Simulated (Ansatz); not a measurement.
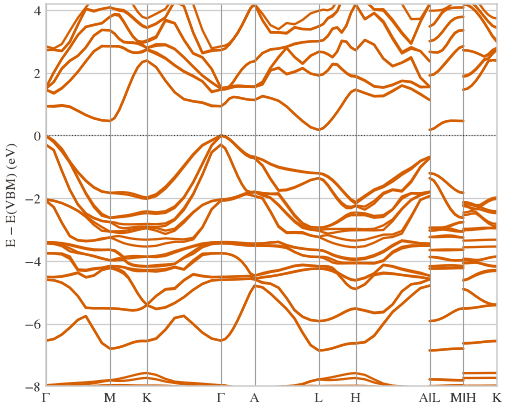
*Band structure from r²SCAN with spin–orbit coupling (plane waves, PAW; program Ansatz)*

Read off the gap and where the band edges lie.

About 0.2 eV (0.18 eV by a search for the band edges); maximum at Γ, minimum at L.

The material is YZnCuP₂ in space group P3m1 (No. 156; Pearson symbol hP5).

The workflow started from a Materials Project entry (that database holds measured and hypothetical structures alike); the Crystallography Open Database copy checked does not list it. Its standing as an ambient phase is unchecked. Symmetry was held in the r²SCAN relaxation; its stability against distortions is not shown here. The run is not spin-polarised.

Potentials: the later of the program's two PAW sets.
